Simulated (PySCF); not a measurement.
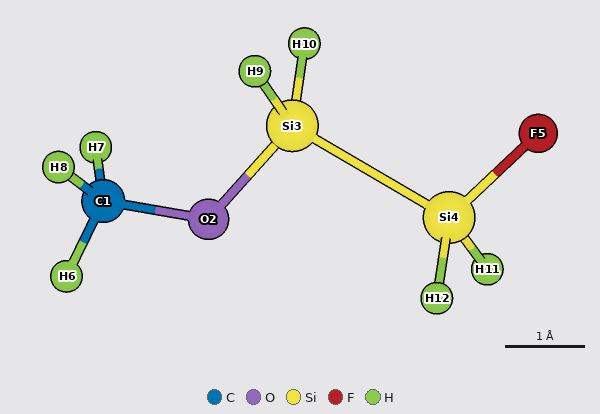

The input geometry of the first run (ball-and-stick view, seen at a tilt; atoms are numbered from 1 in the order of the input).

## Two runs on CH₇FOSi₂

System: CH₇FOSi₂.
Method of the first run: GIAO PBE0/cc-pVDZ NMR shielding, non-relativistic, gas phase (PySCF 2.14.0).

The geometry comes from this level: PBE0-D3(BJ)/def2-SVP. Text and figures count atoms from 1; the logs count them from 0 in places.

### The input, the first run
```
{"job": {"kind": "nmr", "xc": "PBE0", "basis": "cc-pVDZ", "pop": true}, "charge": 0, "multiplicity": 1}
C     -2.231686    -0.297930     0.407636
O     -0.832768    -0.345731     0.474319
Si     0.184535     0.438013    -0.590475
Si     2.322498    -0.136203     0.170337
F      3.420261     0.589974    -0.798424
H     -2.646254    -0.900709     1.229635
H     -2.614156    -0.709710    -0.544694
H     -2.615432     0.733760     0.513280
H     -0.039166     1.920470    -0.562656
H     -0.048542    -0.020434    -1.999218
H      2.548848    -1.610011     0.107516
H      2.551708     0.337005     1.567073
```

The first line tells a small driver script what to run in PySCF; the rest is the geometry in Å.

Hardware: 1 CPU thread, shared host.

### Output (the first run)
```
coarse grid: 10848 points
cycle   1  E = -795.8315254814  dE =  2.611e-01  |g| = 7.934e-01  |ddm| = 5.861e+00
cycle   2  E = -795.6248867762  dE =  2.066e-01  |g| = 1.326e+00  |ddm| = 2.775e+00
cycle   3  E = -795.9469811106  dE = -3.221e-01  |g| = 5.236e-02  |ddm| = 1.686e+00
cycle   4  E = -795.9472876331  dE = -3.065e-04  |g| = 3.953e-02  |ddm| = 1.209e-01
cycle   5  E = -795.9475655146  dE = -2.779e-04  |g| = 8.088e-03  |ddm| = 5.902e-02
cycle   6  E = -795.9475769247  dE = -1.141e-05  |g| = 7.354e-04  |ddm| = 1.300e-02
cycle   7  E = -795.9475771196  dE = -1.949e-07  |g| = 1.898e-04  |ddm| = 3.318e-03
final grid: 95480 points
cycle   8  E = -795.9580261132  dE = -5.830e-06  |g| = 6.507e-03  |ddm| = 2.974e-02
cycle   9  E = -795.9580193305  dE =  6.783e-06  |g| = 8.919e-03  |ddm| = 2.010e-02
cycle  10  E = -795.9580346892  dE = -1.536e-05  |g| = 9.623e-04  |ddm| = 1.136e-02
cycle  11  E = -795.9580349016  dE = -2.123e-07  |g| = 7.140e-05  |ddm| = 1.538e-03
cycle  12  E = -795.9580349026  dE = -1.079e-09  |g| = 2.686e-05  |ddm| = 2.000e-04
cycle  13  E = -795.9580349028  dE = -1.414e-10  |g| = 1.049e-05  |ddm| = 6.463e-05
converged SCF energy = -795.9580349028

GIAO shielding tensors (ppm)
atom      isotropic    diamagn.    paramagn.     s11        s22        s33       span
  0 C      143.111     240.743     -97.632    115.567    117.692    196.073     80.506
  1 O      353.944     389.965     -36.021    308.419    360.861    392.551     84.133
  2 Si     437.170     883.672    -446.502    386.322    400.180    525.010    138.687
  3 Si     411.435     879.671    -468.237    350.431    379.985    503.888    153.456
  4 F      436.925     462.739     -25.814    389.739    440.029    481.007     91.268
  5 H       27.706      28.081      -0.376     23.716     25.437     33.965     10.249
  6 H       27.984      28.641      -0.657     24.262     25.679     34.012      9.750
  7 H       27.984      28.635      -0.651     24.266     25.672     34.013      9.748
  8 H       26.248      30.365      -4.117     23.510     24.702     30.531      7.021
  9 H       26.248      30.368      -4.120     23.521     24.701     30.523      7.002
 10 H       25.853      28.884      -3.031     22.781     25.170     29.609      6.828
 11 H       25.854      28.891      -3.037     22.780     25.176     29.606      6.826
```

The input of the second run differs as follows (lines with − go, lines with + come):
```diff
-"basis": "cc-pVDZ"
+"basis": "pcSseg-0"
```

How does the second run compare with the first run?

The total energy of the second run is 763.6 kcal/mol higher, which measures the change of basis and not a stability. The HOMO goes from −8.10 to −8.04 eV. The LUMO goes from −0.64 to −0.82 eV. The dipole moment goes from 2.10 to 2.50 D. Of all shieldings, the largest change is that of F5, by +53.3 ppm. The number of SCF iterations is the same. The basis functions go from 113 to 67.

### Output (the second run)
```
coarse grid: 10848 points
cycle   1  E = -794.6029845224  dE =  2.162e-01  |g| = 7.819e-01  |ddm| = 3.181e+00
cycle   2  E = -794.4319101467  dE =  1.711e-01  |g| = 1.263e+00  |ddm| = 2.245e+00
cycle   3  E = -794.7152943130  dE = -2.834e-01  |g| = 6.022e-02  |ddm| = 1.493e+00
cycle   4  E = -794.7158772779  dE = -5.830e-04  |g| = 4.124e-02  |ddm| = 1.198e-01
cycle   5  E = -794.7161758761  dE = -2.986e-04  |g| = 9.454e-03  |ddm| = 4.794e-02
cycle   6  E = -794.7161931443  dE = -1.727e-05  |g| = 6.453e-04  |ddm| = 1.123e-02
cycle   7  E = -794.7161932691  dE = -1.248e-07  |g| = 2.125e-04  |ddm| = 1.294e-03
final grid: 95480 points
cycle   8  E = -794.7411145206  dE = -9.464e-06  |g| = 5.225e-03  |ddm| = 1.264e-02
cycle   9  E = -794.7411110010  dE =  3.520e-06  |g| = 7.018e-03  |ddm| = 9.883e-03
cycle  10  E = -794.7411191161  dE = -8.115e-06  |g| = 5.253e-04  |ddm| = 6.119e-03
cycle  11  E = -794.7411191775  dE = -6.149e-08  |g| = 6.547e-05  |ddm| = 6.463e-04
cycle  12  E = -794.7411191782  dE = -6.651e-10  |g| = 4.629e-05  |ddm| = 1.276e-04
cycle  13  E = -794.7411191786  dE = -3.647e-10  |g| = 7.629e-06  |ddm| = 4.217e-05
converged SCF energy = -794.7411191786

GIAO shielding tensors (ppm)
atom      isotropic    diamagn.    paramagn.     s11        s22        s33       span
  0 C      133.168     242.219    -109.051    102.974    106.840    189.690     86.716
  1 O      385.641     402.490     -16.848    286.822    417.385    452.717    165.894
  2 Si     400.632     879.600    -478.968    327.119    335.355    539.422    212.303
  3 Si     366.089     875.923    -509.833    282.194    309.557    506.517    224.323
  4 F      490.214     467.544      22.671    345.612    541.449    583.582    237.969
  5 H       28.650      27.623       1.027     24.013     26.269     35.668     11.656
  6 H       29.494      27.963       1.531     25.326     27.155     36.001     10.675
  7 H       29.495      27.962       1.532     25.329     27.153     36.002     10.673
  8 H       27.341      29.512      -2.171     23.736     25.974     32.313      8.577
  9 H       27.342      29.513      -2.171     23.748     25.970     32.309      8.561
 10 H       26.836      28.769      -1.932     22.815     26.400     31.294      8.478
 11 H       26.836      28.773      -1.936     22.815     26.405     31.289      8.474
```

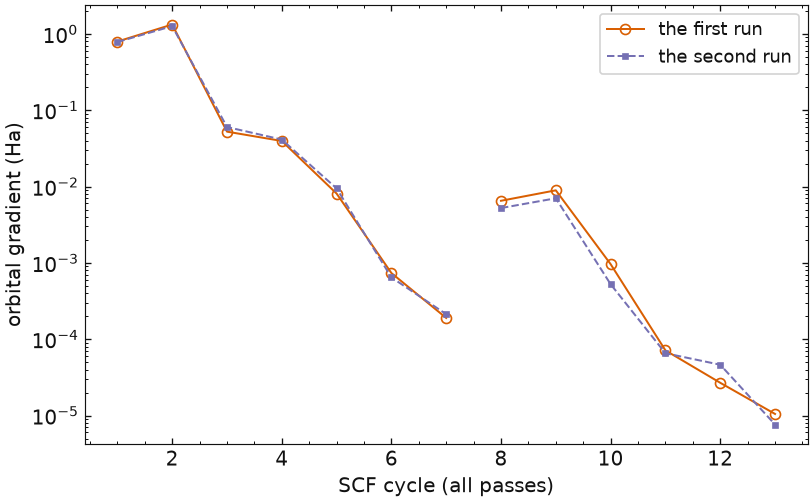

Convergence of the two runs: orbital gradient against the SCF cycle. A break in a curve parts two SCF passes (coarse and final grid). The first run takes 13 cycles in all, and the second run takes 13.

### The two runs side by side

| quantity | the first run | the second run |
| --- | --- | --- |
| outcome | converged | converged |
| total energy (hartree) | −795.958035 | −794.741119 |
| HOMO (eV) | −8.10 | −8.04 |
| LUMO (eV) | −0.64 | −0.82 |
| dipole moment (D) | 2.10 | 2.50 |
| shielding of C1 (ppm) | 143.1 | 133.2 |
| shielding of O2 (ppm) | 353.9 | 385.6 |
| shielding of Si3 (ppm) | 437.2 | 400.6 |
| shielding of Si4 (ppm) | 411.4 | 366.1 |
| shielding of F5 (ppm) | 436.9 | 490.2 |
| shielding of H7 (ppm) | 28.0 | 29.5 |
| shielding of H8 (ppm) | 28.0 | 29.5 |
| SCF iterations | 13 | 13 |
| basis functions | 113 | 67 |
| wall time (shared host) | 17 s | 7.6 s |
